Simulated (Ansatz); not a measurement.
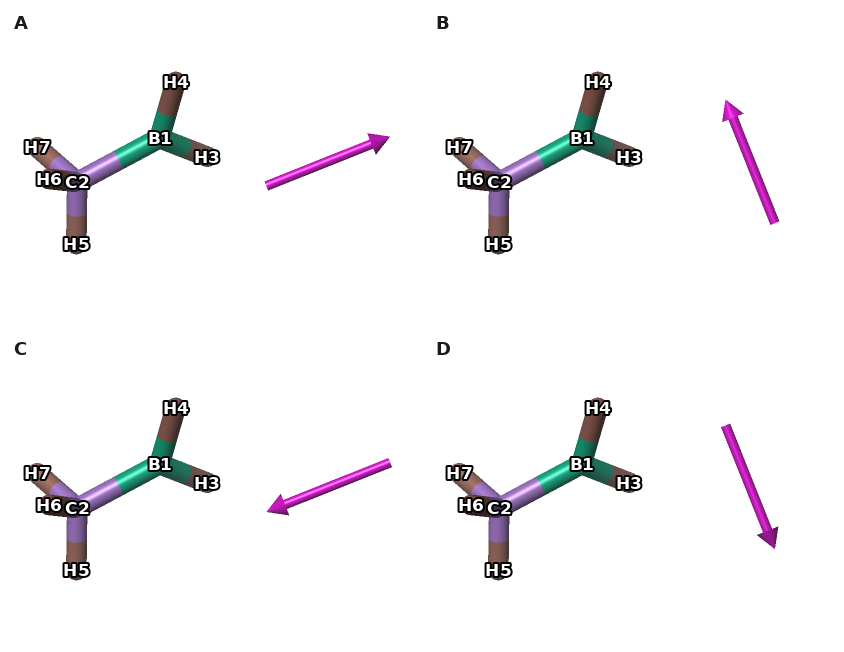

The same molecule four times, each with an arrow. Computed geometry: PBE0-D4/def2-TZVP optimisation. Properties computed with RKS PBE0-D4/def2-TZVP (Ansatz 0.2.0).

Which arrow points along the dipole moment, from the negative to the positive end?

C. The dipole moment is 0.72 D; it points from the side of H3, H4 to the side of H5, H6, H7 (the outermost atoms at the two ends).
